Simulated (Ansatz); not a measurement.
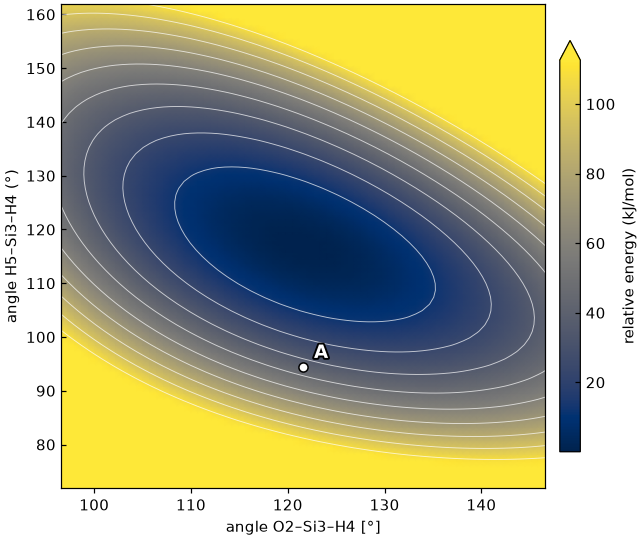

H2NaOSi, SMILES [Na][O][SiH2+], charge +1. The first coordinate is: angle O2–Si3–H4; the second: angle H5–Si3–H4. Nothing is relaxed (all other coordinates rigid). The grid has 13 × 13 points; 163 points were computed and 6 follow by symmetry. Energies: kJ/mol, counted from the lowest grid point. These are results of Ansatz, RKS CAM-B3LYP-D4/def2-TZVP, not measurements.

Drawn: a smooth colour map with a few white contour lines, one colour for all values above the top of the scale, the point A. Between grid points the surface is interpolated.

Which way does the force act at A, and how strong is it?

Answer. A, at angle O2–Si3–H4 = 121.6°, angle H5–Si3–H4 = 94.4°, is not a stationary point. The computed force is 1.8 kJ/mol for each degree towards larger values of angle O2–Si3–H4 and 3.8 kJ/mol for each degree towards larger values of angle H5–Si3–H4.
